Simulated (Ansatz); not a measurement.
**ClH$_{5}$W: density, localisation and related maps**

```
atom    x (Å)    y (Å)    z (Å)
   W   0.0000   0.0000   0.5100
  Cl   0.0000   0.0000   2.8497
   H   1.4132   0.0000  -0.3809
   H   0.0000   1.4132  -0.3809
   H  -1.4132   0.0000  -0.3809
   H   0.0000  -1.4132  -0.3809
   H   0.0000   0.0000  -1.1662
```

Core potentials replace the inner electrons of W.

These are results of Ansatz, RKS BHLYP-D4/def2-SVP, not measurements.

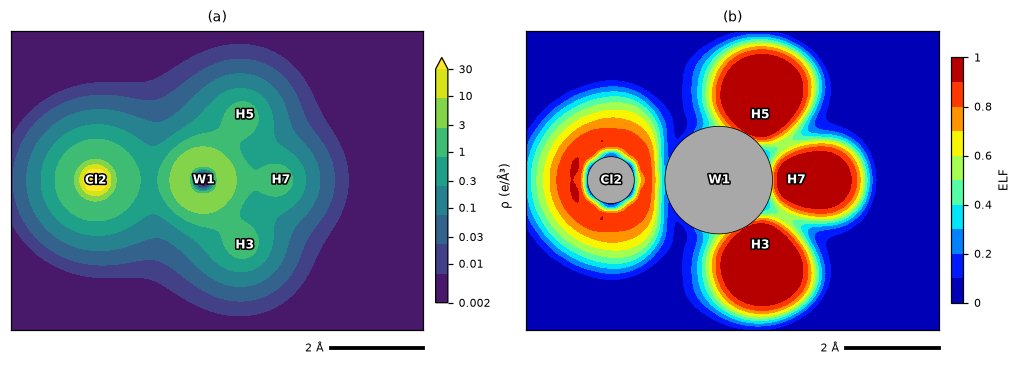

Figure 1. (a) electron density; (b) electron localisation function on the plane of atoms Cl2, W1 and H3. Grey discs cover the atomic cores in the ELF map.

> Read the bonding off the picture.

- The plane passes through W, Cl and H nuclei.
- W–Cl (2.34 Å): ρ is about 0.61 e/Å³ halfway; the ELF peaks at about 0.80 in the valence shell of Cl, 0.8 Å from its nucleus, and is about 0.30 at the midpoint.
- W–H (1.67 Å): ρ at the midpoint is about 1.6 e/Å³; the ELF climbs to about 1 towards the hydrogen.

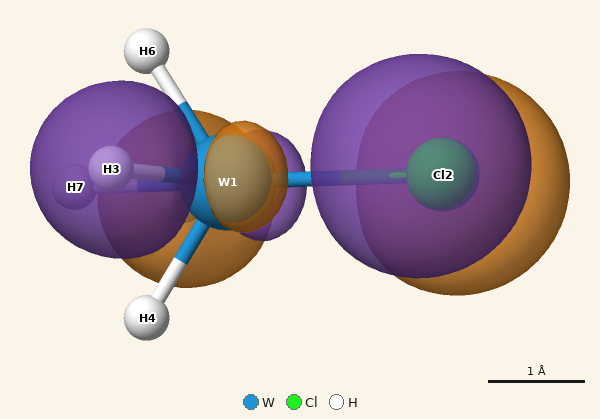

Figure 2. The HOMO−1 at ±0.1 Å⁻³ᐟ² (orange and purple are the two phases), seen at a tilt.

> What is the character of this orbital?

By Hirshfeld shares it lies mainly on Cl2 (about 60 %), W1 (about 15 %), H3 (about 10 %) and H5 (about 10 %). It is one of a degenerate set, so its orientation is arbitrary. Its energy is −10.44 eV.

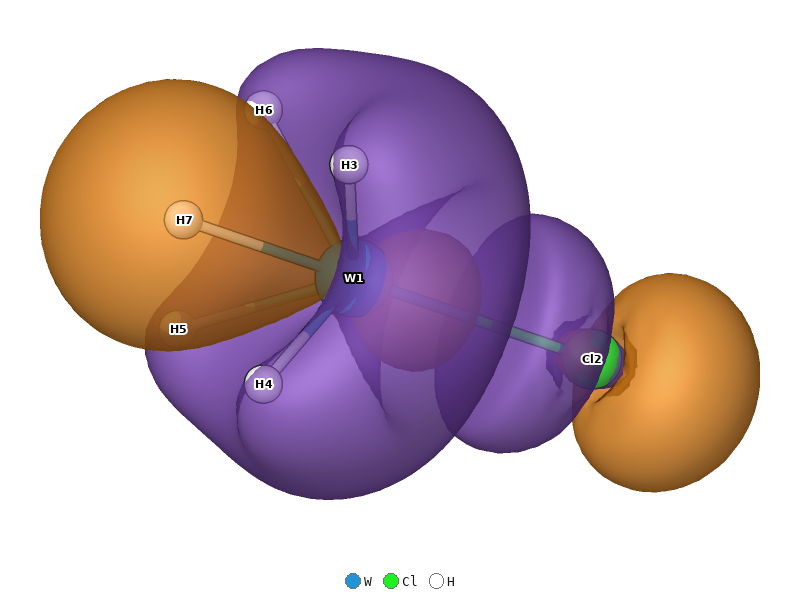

Figure 3. The HOMO at ±0.08 Å⁻³ᐟ² (orange and purple are the two phases), seen at a tilt.

> Where does this orbital lie, and at what energy?

By Hirshfeld shares it lies mainly on W1 (about 50 %), H7 (about 20 %) and Cl2 (about 15 %). Its energy is −9.32 eV.
